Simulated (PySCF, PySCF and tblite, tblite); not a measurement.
**oxonium (H₃O+): a scan of pyramidal angle, part 1 of 2**

How do energy and shieldings of oxonium (H₃O+) (`[OH3+]`) change along pyramidal angle?

Programs: PySCF 2.14.0 with density-fitted response routines of our own, and tblite 0.8.0. All values are computed, except where a source is named. Atoms count from 0 throughout.

## (1) The molecule as given

4 atoms, charge 1, multiplicity 1; geometry from: force field or distance geometry start.

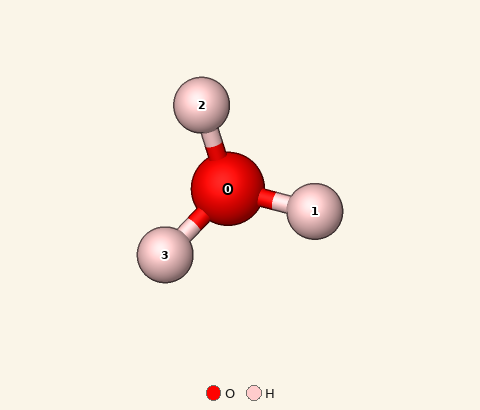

The starting geometry (oxygen red, hydrogen pink), atoms numbered.

## (2) GFN2-xTB relaxation, start minimum

Job settings and geometry (Å):

```
{"job": {"xc": "GFN2-xTB", "basis": "xTB", "kind": "relax"}, "charge": 1, "multiplicity": 1}
O     -3.253800     0.571900     0.819200
H     -3.556900    -0.360400     0.687100
H     -2.599700     0.842600     0.129700
H     -2.907400     0.735000     1.723800
```

Started as:

```bash
OMP_NUM_THREADS=1 python ens_run.py task.json out
```

One launch serves the whole session.

Log:

```text
step      E/eV     max force
  0    -138.45535    0.260
  1    -138.45638    0.090
  2    -138.45654    0.045
  3    -138.45665    0.038
  4    -138.45673    0.036
  5    -138.45677    0.017
  6    -138.45677    0.004
  7    -138.45677    0.000
```

Wall time 0.04 s (1 thread of AMD EPYC 7B13, shared host).

The energy fell by 0.001 eV, and the atoms moved 0.01 Å (root mean square).

## (3) Relaxed scan, pyramidal angle

Job settings and geometry (Å):

```
{"job": {"xc": "GFN2-xTB", "basis": "xTB", "coordinate": [["t", [3, 1, 2, 0], 0.3333333333333333], ["t", [1, 2, 3, 0], 0.3333333333333333], ["t", [2, 3, 1, 0], 0.3333333333333333]], "kind": "drive"}, "charge": 1, "multiplicity": 1}
O     -3.250809     0.572106     0.815483
H     -3.554333    -0.355321     0.691688
H     -2.601603     0.842155     0.127600
H     -2.911090     0.730203     1.724970
```

Log:

```text
point  coordinate     E/eV
  0    -31.100     -138.45677
  1    -22.500     -138.43018
  2    -11.500     -138.37332
  3     -0.000     -138.34618
  4     11.500     -138.37332
  5     22.500     -138.43016
  6     31.200     -138.45677
  7     38.900     -138.41605
```

Wall time 0.16 s (1 thread of AMD EPYC 7B13, shared host).

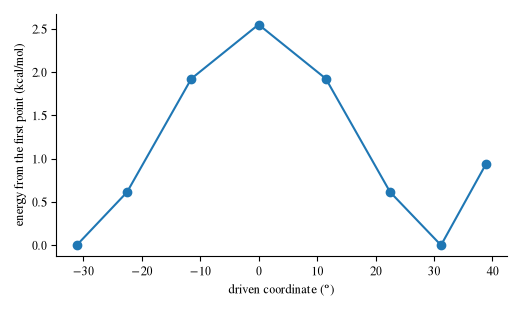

Energy along the scan.

## (4) Relaxed scan, pyramidal angle

job is that of step 3.

Log:

```text
point  coordinate     E/eV
  0    -38.900     -138.41589
```

It took 0.03 s on 1 thread of AMD EPYC 7B13, shared host.

## (5) Shieldings, coordinate held at 38.9: PBE0/pcSseg-1 in dimethylsulfoxide

Job settings and geometry (Å):

```
{"job": {"kind": "nmr", "xc": "PBE0", "basis": "pcSseg-1", "solvent": "dimethylsulfoxide", "every": 1, "pop": false}, "charge": 1, "multiplicity": 1}
O     -2.849809     0.279318     0.879322
H     -3.660312    -0.247161     0.673172
H     -2.723356     0.913225     0.131917
H     -3.053646     0.819390     1.681465
```

Log:

```text
coarse grid: 2952 points
cycle   1  E = -76.7187678751  dE =  2.187e-01  |g| = 3.014e-01  |ddm| = 1.387e+00
cycle   2  E = -76.7221038610  dE = -3.336e-03  |g| = 2.832e-01  |ddm| = 2.703e-01
cycle   3  E = -76.7343618906  dE = -1.226e-02  |g| = 5.142e-02  |ddm| = 1.311e-01
cycle   4  E = -76.7347822722  dE = -4.204e-04  |g| = 2.800e-03  |ddm| = 2.025e-02
cycle   5  E = -76.7347835117  dE = -1.240e-06  |g| = 2.341e-04  |ddm| = 1.480e-03
final grid: 27328 points
cycle   6  E = -76.7473718397  dE = -9.739e-06  |g| = 1.870e-03  |ddm| = 5.398e-03
cycle   7  E = -76.7473716450  dE =  1.947e-07  |g| = 2.088e-03  |ddm| = 1.487e-03
cycle   8  E = -76.7473723235  dE = -6.785e-07  |g| = 1.586e-04  |ddm| = 8.775e-04
cycle   9  E = -76.7473723275  dE = -4.032e-09  |g| = 1.321e-05  |ddm| = 6.460e-05
cycle  10  E = -76.7473723275  dE = -2.716e-11  |g| = 1.193e-06  |ddm| = 5.922e-06
converged SCF energy = -76.7473723275

GIAO shielding tensors (ppm)
atom      isotropic    diamagn.    paramagn.     s11        s22        s33       span
  0 O      302.209     382.422     -80.213    274.974    315.809    315.844     40.871
  1 H       23.674      20.301       3.373     16.530     17.099     37.393     20.863
  2 H       23.679      25.203      -1.524     16.532     17.104     37.401     20.869
  3 H       23.672      21.241       2.430     16.529     17.096     37.390     20.862
```

It took 1.2 s on 1 thread of AMD EPYC 7B13, shared host; peak memory 0.24 GiB.

Key values: HOMO -14.04 eV, LUMO -0.01 eV.

The fields below are evaluated on a grid from the run's orbitals.

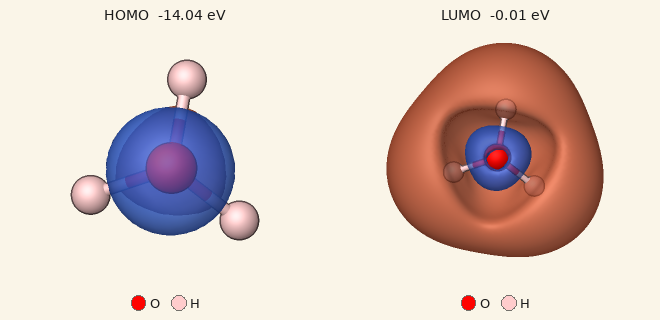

PBE0/pcSseg-1 orbitals near the gap, drawn at the value that encloses 70 % of each; the two colours are the two signs.

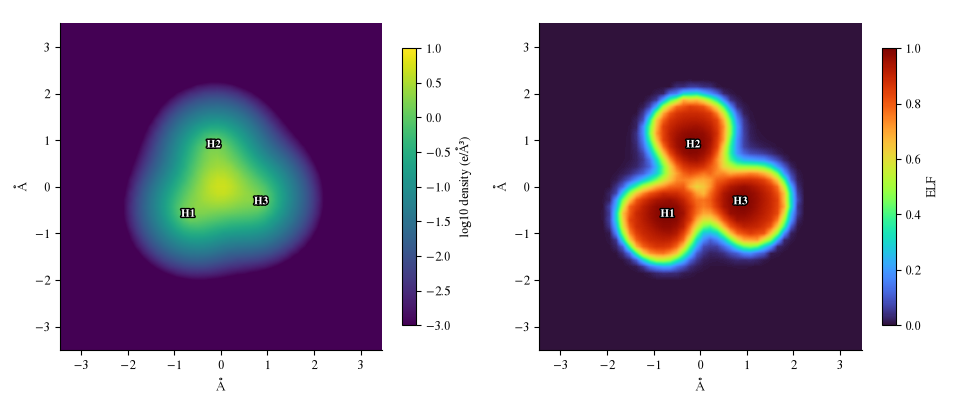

Density (left) and ELF (right) in a plane through or near 3 of the atoms.

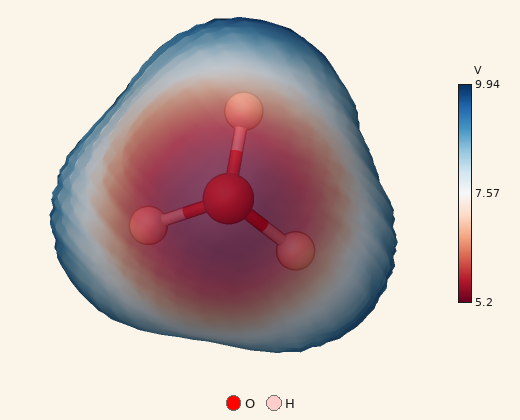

Electrostatic potential on the surface of density 0.002 e/bohr³; red is low, blue high. It runs from 5.20 V near O0 to 9.94 V near H3.

## (6) Shieldings, coordinate held at -0: PBE0/pcSseg-1 in dimethylsulfoxide

Job settings and geometry (Å):

```
{"job": {"kind": "nmr", "xc": "PBE0", "basis": "pcSseg-1", "solvent": "dimethylsulfoxide", "every": 1, "pop": false}, "charge": 1, "multiplicity": 1}
O     -3.071871     0.446217     0.835553
H     -3.624835    -0.338824     0.667290
H     -2.624078     0.894858     0.094776
H     -2.966671     0.782452     1.744605
```

Log:

```text
coarse grid: 2952 points
cycle   1  E = -76.7132485406  dE =  2.388e-01  |g| = 3.036e-01  |ddm| = 1.392e+00
cycle   2  E = -76.7137612143  dE = -5.127e-04  |g| = 3.047e-01  |ddm| = 2.698e-01
cycle   3  E = -76.7280093234  dE = -1.425e-02  |g| = 3.514e-02  |ddm| = 1.310e-01
cycle   4  E = -76.7282092838  dE = -2.000e-04  |g| = 7.953e-04  |ddm| = 1.449e-02
cycle   5  E = -76.7282093874  dE = -1.036e-07  |g| = 1.208e-05  |ddm| = 3.915e-04
final grid: 27328 points
cycle   6  E = -76.7410650049  dE = -1.059e-05  |g| = 1.238e-03  |ddm| = 5.997e-03
cycle   7  E = -76.7410649925  dE =  1.240e-08  |g| = 1.319e-03  |ddm| = 9.842e-04
cycle   8  E = -76.7410652587  dE = -2.661e-07  |g| = 1.070e-04  |ddm| = 5.467e-04
cycle   9  E = -76.7410652607  dE = -2.054e-09  |g| = 6.870e-06  |ddm| = 5.117e-05
cycle  10  E = -76.7410652607  dE = -7.745e-12  |g| = 9.853e-07  |ddm| = 3.506e-06
converged SCF energy = -76.7410652607

GIAO shielding tensors (ppm)
atom      isotropic    diamagn.    paramagn.     s11        s22        s33       span
  0 O      307.540     382.482     -74.942    259.523    331.542    331.553     72.030
  1 H       23.489      23.109       0.379     16.299     16.634     37.533     21.234
  2 H       23.482      26.580      -3.098     16.293     16.628     37.524     21.231
  3 H       23.483      23.824      -0.342     16.294     16.629     37.526     21.232
```

Wall time 0.53 s (1 thread of AMD EPYC 7B13, shared host); peak memory 0.25 GiB.

Key values: HOMO -13.07 eV, LUMO 0.03 eV.

## (7) Shieldings, coordinate held at -38.9: PBE0/pcSseg-1 in dimethylsulfoxide

Job settings and geometry (Å):

```
{"job": {"kind": "nmr", "xc": "PBE0", "basis": "pcSseg-1", "solvent": "dimethylsulfoxide", "every": 1, "pop": false}, "charge": 1, "multiplicity": 1}
O     -3.296776     0.611932     0.809457
H     -3.517486    -0.344760     0.697244
H     -2.589111     0.821571     0.152327
H     -2.893000     0.709442     1.706124
```

Log:

```text
coarse grid: 2952 points
cycle   1  E = -76.7187373582  dE =  2.186e-01  |g| = 3.015e-01  |ddm| = 1.387e+00
cycle   2  E = -76.7220716529  dE = -3.334e-03  |g| = 2.833e-01  |ddm| = 2.704e-01
cycle   3  E = -76.7343374660  dE = -1.227e-02  |g| = 5.142e-02  |ddm| = 1.311e-01
cycle   4  E = -76.7347577644  dE = -4.203e-04  |g| = 2.799e-03  |ddm| = 2.024e-02
cycle   5  E = -76.7347590034  dE = -1.239e-06  |g| = 2.341e-04  |ddm| = 1.481e-03
final grid: 27328 points
cycle   6  E = -76.7474206855  dE = -9.890e-06  |g| = 1.850e-03  |ddm| = 5.493e-03
cycle   7  E = -76.7474204939  dE =  1.916e-07  |g| = 2.064e-03  |ddm| = 1.462e-03
cycle   8  E = -76.7474211570  dE = -6.630e-07  |g| = 1.568e-04  |ddm| = 8.680e-04
cycle   9  E = -76.7474211609  dE = -3.952e-09  |g| = 1.324e-05  |ddm| = 6.398e-05
cycle  10  E = -76.7474211609  dE = -2.612e-11  |g| = 1.191e-06  |ddm| = 5.657e-06
converged SCF energy = -76.7474211609

GIAO shielding tensors (ppm)
atom      isotropic    diamagn.    paramagn.     s11        s22        s33       span
  0 O      302.211     378.484     -76.272    274.963    315.828    315.843     40.880
  1 H       23.675      24.741      -1.066     16.531     17.099     37.395     20.864
  2 H       23.676      29.571      -5.894     16.532     17.101     37.396     20.864
  3 H       23.676      25.778      -2.101     16.532     17.100     37.396     20.864
```

Wall time 0.57 s (1 thread of AMD EPYC 7B13, shared host); peak memory 0.25 GiB.

This run: HOMO -14.04 eV, LUMO -0.01 eV.

## (8) Shieldings, coordinate held at 22.5: PBE0/pcSseg-1 in dimethylsulfoxide

Job settings and geometry (Å):

```
{"job": {"kind": "nmr", "xc": "PBE0", "basis": "pcSseg-1", "solvent": "dimethylsulfoxide", "every": 1, "pop": false}, "charge": 1, "multiplicity": 1}
O     -2.954543     0.358820     0.856185
H     -3.653547    -0.300228     0.664654
H     -2.674595     0.917856     0.101827
H     -3.013174     0.805428     1.726198
```

Log:

```text
coarse grid: 2952 points
cycle   1  E = -76.7167930035  dE =  2.289e-01  |g| = 3.018e-01  |ddm| = 1.390e+00
cycle   2  E = -76.7183718872  dE = -1.579e-03  |g| = 2.951e-01  |ddm| = 2.682e-01
cycle   3  E = -76.7317033608  dE = -1.333e-02  |g| = 4.137e-02  |ddm| = 1.301e-01
cycle   4  E = -76.7319772591  dE = -2.739e-04  |g| = 2.908e-03  |ddm| = 1.692e-02
cycle   5  E = -76.7319785111  dE = -1.252e-06  |g| = 2.404e-04  |ddm| = 1.343e-03
final grid: 27328 points
cycle   6  E = -76.7445870703  dE = -1.066e-05  |g| = 1.488e-03  |ddm| = 5.859e-03
cycle   7  E = -76.7445869919  dE =  7.847e-08  |g| = 1.635e-03  |ddm| = 1.173e-03
cycle   8  E = -76.7445874036  dE = -4.117e-07  |g| = 1.150e-04  |ddm| = 6.746e-04
cycle   9  E = -76.7445874059  dE = -2.268e-09  |g| = 9.687e-06  |ddm| = 5.147e-05
cycle  10  E = -76.7445874059  dE = -1.697e-11  |g| = 1.391e-06  |ddm| = 5.388e-06
converged SCF energy = -76.7445874059

GIAO shielding tensors (ppm)
atom      isotropic    diamagn.    paramagn.     s11        s22        s33       span
  0 O      303.458     385.802     -82.345    263.413    323.419    323.541     60.128
  1 H       23.515      22.021       1.494     16.363     16.841     37.341     20.978
  2 H       23.499      25.776      -2.277     16.355     16.824     37.317     20.963
  3 H       23.501      22.771       0.731     16.357     16.826     37.320     20.963
```

Wall time 0.58 s (1 thread of AMD EPYC 7B13, shared host); peak memory 0.25 GiB.

Key values: HOMO -13.35 eV, LUMO 0.02 eV.

## (9) Shieldings, coordinate held at -22.5: PBE0/pcSseg-1 in dimethylsulfoxide

Job settings and geometry (Å):

```
{"job": {"kind": "nmr", "xc": "PBE0", "basis": "pcSseg-1", "solvent": "dimethylsulfoxide", "every": 1, "pop": false}, "charge": 1, "multiplicity": 1}
O     -3.190850     0.538268     0.818699
H     -3.578308    -0.350901     0.678985
H     -2.594733     0.863030     0.112041
H     -2.924295     0.751607     1.737144
```

Log:

```text
coarse grid: 2952 points
cycle   1  E = -76.7166539583  dE =  2.285e-01  |g| = 3.018e-01  |ddm| = 1.389e+00
cycle   2  E = -76.7182244301  dE = -1.570e-03  |g| = 2.952e-01  |ddm| = 2.683e-01
cycle   3  E = -76.7315680887  dE = -1.334e-02  |g| = 4.137e-02  |ddm| = 1.302e-01
cycle   4  E = -76.7318420727  dE = -2.740e-04  |g| = 2.909e-03  |ddm| = 1.692e-02
cycle   5  E = -76.7318433251  dE = -1.252e-06  |g| = 2.404e-04  |ddm| = 1.343e-03
final grid: 27328 points
cycle   6  E = -76.7445822376  dE = -1.025e-05  |g| = 1.429e-03  |ddm| = 5.678e-03
cycle   7  E = -76.7445821701  dE =  6.752e-08  |g| = 1.549e-03  |ddm| = 1.116e-03
cycle   8  E = -76.7445825392  dE = -3.691e-07  |g| = 1.213e-04  |ddm| = 6.433e-04
cycle   9  E = -76.7445825417  dE = -2.461e-09  |g| = 1.108e-05  |ddm| = 5.251e-05
cycle  10  E = -76.7445825417  dE = -2.126e-11  |g| = 1.371e-06  |ddm| = 6.003e-06
converged SCF energy = -76.7445825417

GIAO shielding tensors (ppm)
atom      isotropic    diamagn.    paramagn.     s11        s22        s33       span
  0 O      303.395     377.586     -74.190    263.350    323.410    323.427     60.077
  1 H       23.495      23.771      -0.276     16.352     16.824     37.311     20.959
  2 H       23.498      27.558      -4.060     16.353     16.826     37.315     20.962
  3 H       23.498      24.580      -1.081     16.354     16.826     37.316     20.962
```

It took 0.63 s on 1 thread of AMD EPYC 7B13, shared host; peak memory 0.25 GiB.

Key values: HOMO -13.35 eV, LUMO 0.02 eV.

## (10) Shieldings, coordinate held at 31.2: PBE0/pcSseg-1 in dimethylsulfoxide

Job settings and geometry (Å):

```
{"job": {"kind": "nmr", "xc": "PBE0", "basis": "pcSseg-1", "solvent": "dimethylsulfoxide", "every": 1, "pop": false}, "charge": 1, "multiplicity": 1}
O     -2.903618     0.320070     0.869438
H     -3.660376    -0.276017     0.670833
H     -2.696980     0.916710     0.115304
H     -3.036940     0.818550     1.706777
```

Log:

```text
coarse grid: 2952 points
cycle   1  E = -76.7187222825  dE =  2.228e-01  |g| = 3.010e-01  |ddm| = 1.388e+00
cycle   2  E = -76.7211852117  dE = -2.463e-03  |g| = 2.880e-01  |ddm| = 2.681e-01
cycle   3  E = -76.7338657836  dE = -1.268e-02  |g| = 4.633e-02  |ddm| = 1.300e-01
cycle   4  E = -76.7342079925  dE = -3.422e-04  |g| = 3.000e-03  |ddm| = 1.861e-02
cycle   5  E = -76.7342093539  dE = -1.361e-06  |g| = 2.390e-04  |ddm| = 1.449e-03
final grid: 27328 points
cycle   6  E = -76.7467574649  dE = -1.030e-05  |g| = 1.618e-03  |ddm| = 5.638e-03
cycle   7  E = -76.7467573476  dE =  1.173e-07  |g| = 1.781e-03  |ddm| = 1.273e-03
cycle   8  E = -76.7467578382  dE = -4.906e-07  |g| = 1.349e-04  |ddm| = 7.425e-04
cycle   9  E = -76.7467578411  dE = -2.979e-09  |g| = 1.196e-05  |ddm| = 5.655e-05
cycle  10  E = -76.7467578412  dE = -2.527e-11  |g| = 1.361e-06  |ddm| = 6.390e-06
converged SCF energy = -76.7467578412

GIAO shielding tensors (ppm)
atom      isotropic    diamagn.    paramagn.     s11        s22        s33       span
  0 O      301.634     384.867     -83.232    268.154    318.367    318.381     50.227
  1 H       23.568      21.260       2.308     16.436     16.984     37.284     20.848
  2 H       23.571      25.468      -1.898     16.437     16.987     37.288     20.851
  3 H       23.572      22.072       1.500     16.438     16.988     37.289     20.850
```

Run time: 0.56 s. Hardware: 1 thread of AMD EPYC 7B13, shared host; peak memory 0.25 GiB.

Key values: HOMO -13.65 eV, LUMO 0.01 eV.

## (11) Shieldings, coordinate held at 11.5: PBE0/pcSseg-1 in dimethylsulfoxide

Job settings and geometry (Å):

```
{"job": {"kind": "nmr", "xc": "PBE0", "basis": "pcSseg-1", "solvent": "dimethylsulfoxide", "every": 1, "pop": false}, "charge": 1, "multiplicity": 1}
O     -3.013809     0.404083     0.843012
H     -3.639321    -0.322695     0.659318
H     -2.646905     0.911368     0.094035
H     -2.991624     0.797142     1.736513
```

Log:

```text
coarse grid: 2952 points
cycle   1  E = -76.7143381140  dE =  2.358e-01  |g| = 3.030e-01  |ddm| = 1.391e+00
cycle   2  E = -76.7151386984  dE = -8.006e-04  |g| = 3.020e-01  |ddm| = 2.692e-01
cycle   3  E = -76.7291278510  dE = -1.399e-02  |g| = 3.687e-02  |ddm| = 1.307e-01
cycle   4  E = -76.7293469583  dE = -2.191e-04  |g| = 2.034e-03  |ddm| = 1.521e-02
cycle   5  E = -76.7293475668  dE = -6.085e-07  |g| = 2.398e-04  |ddm| = 9.433e-04
final grid: 27328 points
cycle   6  E = -76.7420918473  dE = -1.074e-05  |g| = 1.482e-03  |ddm| = 6.046e-03
cycle   7  E = -76.7420917837  dE =  6.364e-08  |g| = 1.636e-03  |ddm| = 1.180e-03
cycle   8  E = -76.7420921946  dE = -4.109e-07  |g| = 1.033e-04  |ddm| = 6.670e-04
cycle   9  E = -76.7420921965  dE = -1.931e-09  |g| = 8.381e-06  |ddm| = 5.007e-05
cycle  10  E = -76.7420921965  dE = -1.228e-11  |g| = 1.276e-06  |ddm| = 4.499e-06
converged SCF energy = -76.7420921965

GIAO shielding tensors (ppm)
atom      isotropic    diamagn.    paramagn.     s11        s22        s33       span
  0 O      306.269     384.939     -78.670    260.397    329.147    329.263     68.867
  1 H       23.480      22.677       0.804     16.306     16.682     37.453     21.146
  2 H       23.492      26.218      -2.726     16.313     16.692     37.471     21.159
  3 H       23.474      23.373       0.101     16.303     16.675     37.443     21.140
```

It took 0.57 s on 1 thread of AMD EPYC 7B13, shared host; peak memory 0.25 GiB.

In short: HOMO -13.14 eV, LUMO 0.03 eV.

## (12) Shieldings, coordinate held at -11.5: PBE0/pcSseg-1 in dimethylsulfoxide

Job settings and geometry (Å):

```
{"job": {"kind": "nmr", "xc": "PBE0", "basis": "pcSseg-1", "solvent": "dimethylsulfoxide", "every": 1, "pop": false}, "charge": 1, "multiplicity": 1}
O     -3.130457     0.491304     0.825625
H     -3.599208    -0.351490     0.672249
H     -2.607259     0.880763     0.098867
H     -2.947992     0.771252     1.743152
```

Log:

```text
coarse grid: 2952 points
cycle   1  E = -76.7142115044  dE =  2.354e-01  |g| = 3.031e-01  |ddm| = 1.391e+00
cycle   2  E = -76.7150029460  dE = -7.914e-04  |g| = 3.022e-01  |ddm| = 2.693e-01
cycle   3  E = -76.7290094729  dE = -1.401e-02  |g| = 3.687e-02  |ddm| = 1.308e-01
cycle   4  E = -76.7292286714  dE = -2.192e-04  |g| = 2.035e-03  |ddm| = 1.522e-02
cycle   5  E = -76.7292292806  dE = -6.092e-07  |g| = 2.398e-04  |ddm| = 9.441e-04
final grid: 27328 points
cycle   6  E = -76.7420683798  dE = -1.041e-05  |g| = 1.365e-03  |ddm| = 5.808e-03
cycle   7  E = -76.7420683332  dE =  4.662e-08  |g| = 1.486e-03  |ddm| = 1.079e-03
cycle   8  E = -76.7420686721  dE = -3.389e-07  |g| = 1.046e-04  |ddm| = 6.104e-04
cycle   9  E = -76.7420686740  dE = -1.938e-09  |g| = 7.278e-06  |ddm| = 4.901e-05
cycle  10  E = -76.7420686740  dE = -9.379e-12  |g| = 1.147e-06  |ddm| = 3.938e-06
converged SCF energy = -76.7420686740

GIAO shielding tensors (ppm)
atom      isotropic    diamagn.    paramagn.     s11        s22        s33       span
  0 O      306.201     379.640     -73.439    260.333    329.124    329.146     68.813
  1 H       23.476      23.436       0.040     16.303     16.680     37.444     21.141
  2 H       23.472      26.961      -3.489     16.300     16.677     37.441     21.141
  3 H       23.473      24.152      -0.679     16.301     16.677     37.442     21.141
```

Run time: 0.54 s. Hardware: 1 thread of AMD EPYC 7B13, shared host; peak memory 0.25 GiB.

Key values: HOMO -13.14 eV, LUMO 0.03 eV.

## (13) Shieldings, coordinate held at -31.1: PBE0/pcSseg-1 in dimethylsulfoxide

Job settings and geometry (Å):

```
{"job": {"kind": "nmr", "xc": "PBE0", "basis": "pcSseg-1", "solvent": "dimethylsulfoxide", "every": 1, "pop": false}, "charge": 1, "multiplicity": 1}
O     -3.245388     0.574386     0.816714
H     -3.548777    -0.352837     0.690601
H     -2.594764     0.845812     0.130627
H     -2.907443     0.730825     1.727210
```

Log:

```text
coarse grid: 2952 points
cycle   1  E = -76.7186414317  dE =  2.224e-01  |g| = 3.010e-01  |ddm| = 1.388e+00
cycle   2  E = -76.7210963980  dE = -2.455e-03  |g| = 2.881e-01  |ddm| = 2.681e-01
cycle   3  E = -76.7337838749  dE = -1.269e-02  |g| = 4.632e-02  |ddm| = 1.300e-01
cycle   4  E = -76.7341258893  dE = -3.420e-04  |g| = 3.000e-03  |ddm| = 1.861e-02
cycle   5  E = -76.7341272505  dE = -1.361e-06  |g| = 2.391e-04  |ddm| = 1.450e-03
final grid: 27328 points
cycle   6  E = -76.7467806864  dE = -1.013e-05  |g| = 1.642e-03  |ddm| = 5.615e-03
cycle   7  E = -76.7467805653  dE =  1.210e-07  |g| = 1.804e-03  |ddm| = 1.288e-03
cycle   8  E = -76.7467810685  dE = -5.031e-07  |g| = 1.396e-04  |ddm| = 7.527e-04
cycle   9  E = -76.7467810716  dE = -3.173e-09  |g| = 1.266e-05  |ddm| = 5.828e-05
cycle  10  E = -76.7467810717  dE = -2.667e-11  |g| = 1.308e-06  |ddm| = 6.453e-06
converged SCF energy = -76.7467810717

GIAO shielding tensors (ppm)
atom      isotropic    diamagn.    paramagn.     s11        s22        s33       span
  0 O      301.572     377.210     -75.638    268.071    318.315    318.329     50.258
  1 H       23.564      24.212      -0.648     16.433     16.982     37.276     20.843
  2 H       23.564      28.365      -4.801     16.434     16.983     37.277     20.843
  3 H       23.565      25.100      -1.536     16.433     16.983     37.278     20.844
```

Wall time 0.57 s (1 thread of AMD EPYC 7B13, shared host); peak memory 0.25 GiB.

Key values: HOMO -13.65 eV, LUMO 0.01 eV.

## (14) Couplings, coordinate held at 38.9: B3LYP/6-31G*+pcJ-1

Job settings and geometry (Å):

```
{"job": {"kind": "j", "xc": "B3LYP", "basis": {"default": "6-31G*", "H": "pcJ-1"}, "nuclei": ["H"], "every": 1, "pop": false}, "charge": 1, "multiplicity": 1}
O     -2.849809     0.279318     0.879322
H     -3.660312    -0.247161     0.673172
H     -2.723356     0.913225     0.131917
H     -3.053646     0.819390     1.681465
```

Log:

```text
coarse grid: 2952 points
cycle   1  E = -76.6917676250  dE =  3.740e-01  |g| = 3.689e-01  |ddm| = 1.186e+00
cycle   2  E = -76.6862472576  dE =  5.520e-03  |g| = 4.176e-01  |ddm| = 3.838e-01
cycle   3  E = -76.7161132387  dE = -2.987e-02  |g| = 5.099e-02  |ddm| = 2.212e-01
cycle   4  E = -76.7165681166  dE = -4.549e-04  |g| = 3.092e-03  |ddm| = 2.535e-02
cycle   5  E = -76.7165699431  dE = -1.826e-06  |g| = 1.177e-04  |ddm| = 1.670e-03
final grid: 27328 points
cycle   6  E = -76.7033566468  dE = -9.596e-06  |g| = 3.932e-03  |ddm| = 6.311e-03
cycle   7  E = -76.7033544077  dE =  2.239e-06  |g| = 5.388e-03  |ddm| = 4.548e-03
cycle   8  E = -76.7033593817  dE = -4.974e-06  |g| = 6.176e-05  |ddm| = 2.570e-03
cycle   9  E = -76.7033593824  dE = -6.961e-10  |g| = 1.554e-05  |ddm| = 3.531e-05
converged SCF energy = -76.7033593824

Indirect spin-spin couplings (Hz)
  i      j    bonds     total        FC       PSO       DSO        SD
  1 H    2 H    2    -12.105   -10.511     5.453    -7.046         -
  1 H    3 H    2    -11.985   -10.382     5.466    -7.069         -
  2 H    3 H    2    -12.065   -10.468     5.458    -7.054         -
```

It took 0.54 s on 1 thread of AMD EPYC 7B13, shared host; peak memory 0.25 GiB.

This run: HOMO -20.63 eV, LUMO -7.65 eV.

(Continued in part 2 of 2.)
